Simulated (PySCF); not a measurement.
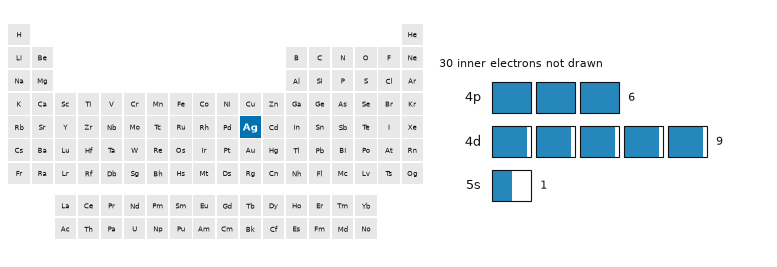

*Left, the place of silver in the periodic table; right, the outer shells of the nominal configuration: a box for each of the 2l + 1 orbitals, shaded by the share of the shell that is filled, with the electron count at the right.*

Atomic calculation for Ag⁺

Ag⁺, configuration 1s2 2s2 2p6 3s2 3p6 3d10 4s2 4p6 4d9 5s1, multiplicity 1. Computed at this level: unrestricted r2SCANh, x2c-QZVPPall, spin-free X2C-1e, Gaussian nucleus (PySCF).

## Key numbers

| quantity | value |
| --- | --- |
| outcome | converged |
| total energy | −5314.9817 hartree |
| ⟨S²⟩ | 1.004 |
| ⟨L²⟩ | 6.02 |
| SCF iterations | 7 |
| hardware | 1 CPU thread, shared host |
| CPU time | 18 s (integrals apart) |

## Notes

The driver held the occupations shell by shell, and empty d levels lie below the filled 5s. The script shown fixes the counts by irreducible representation only, so by itself it can fall to another configuration. This is not the ground configuration of the species. ⟨S²⟩ is 1.00 where a pure state of this multiplicity has 0.00, so the determinant is spin-contaminated.

## Input file
```python
from pyscf import gto, scf, dft, mp, cc
import basis_set_exchange as bse
mol = gto.M(atom="Ag 0 0 0", charge=1, spin=0, symmetry="D2h",
            basis=gto.basis.parse(bse.get_basis("x2c-QZVPPall", elements=["Ag"], fmt="nwchem")),
            nucmod="G")
mf = dft.UKS(mol, xc="HYB_MGGA_XC_R2SCANH").sfx2c1e()
mf.irrep_nelec = {'Ag': (8, 8), 'B1g': (2, 2), 'B2g': (2, 2), 'B3g': (2, 2), 'B1u': (3, 3), 'B2u': (3, 3), 'B3u': (3, 3)}
mf.kernel()
```

The script is an equivalent of what the driver set up; the driver started from orbitals of its own, so the log can be shorter than this script's would be, and it computed the properties (radii, ⟨L²⟩, response) afterwards. It held the occupations shell by shell, which the script's counts by irreducible representation don't always enforce.

## Output (extracts)
```
damping factor = 0
level_shift factor = 0
DIIS = <class 'pyscf.scf.diis.CDIIS'>
diis_start_cycle = 1
diis_space = 10
diis_damp = 0
SCF conv_tol = 1e-09
SCF conv_tol_grad = None
number electrons alpha = 23  beta = 23
XC functionals = HYB_MGGA_XC_R2SCANH
    M. Bursch, H. Neugebauer, S. Ehlert, and S. Grimme.,  J. Chem. Phys. 156, 134105 (2022)
cycle= 1 E= -5314.98135901475  delta_E= -0.0158  |g|= 0.0435  |ddm|= 0.292
cycle= 2 E= -5314.98156473913  delta_E= -0.000206  |g|= 0.0299  |ddm|= 0.0793
cycle= 3 E= -5314.9816716694  delta_E= -0.000107  |g|= 0.0091  |ddm|= 0.0153
cycle= 4 E= -5314.98168653269  delta_E= -1.49e-05  |g|= 0.000824  |ddm|= 0.00967
cycle= 5 E= -5314.98168710661  delta_E= -5.74e-07  |g|= 0.000158  |ddm|= 0.00382
cycle= 6 E= -5314.98168712269  delta_E= -1.61e-08  |g|= 2.65e-05  |ddm|= 0.000689
cycle= 7 E= -5314.98168712287  delta_E= -1.86e-10  |g|= 3.69e-06  |ddm|= 3.73e-05
converged SCF energy = -5314.98168712287  <S^2> = 1.0040312  2S+1 = 2.2396707
```

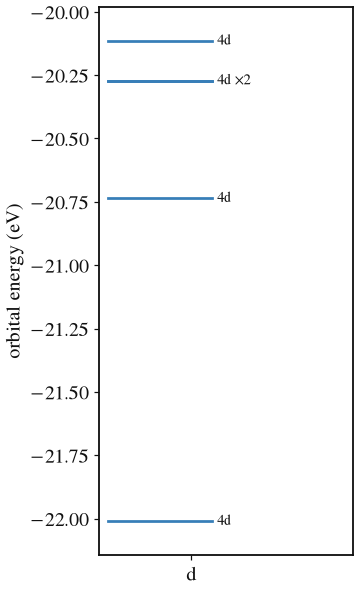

*Orbital energies of the mean field, from the top down to −22.0 eV, by angular momentum; ×n counts the orbitals under one label.*

The highest filled orbital is 5s at −13.6 eV, the lowest empty one d at −17.3 eV.
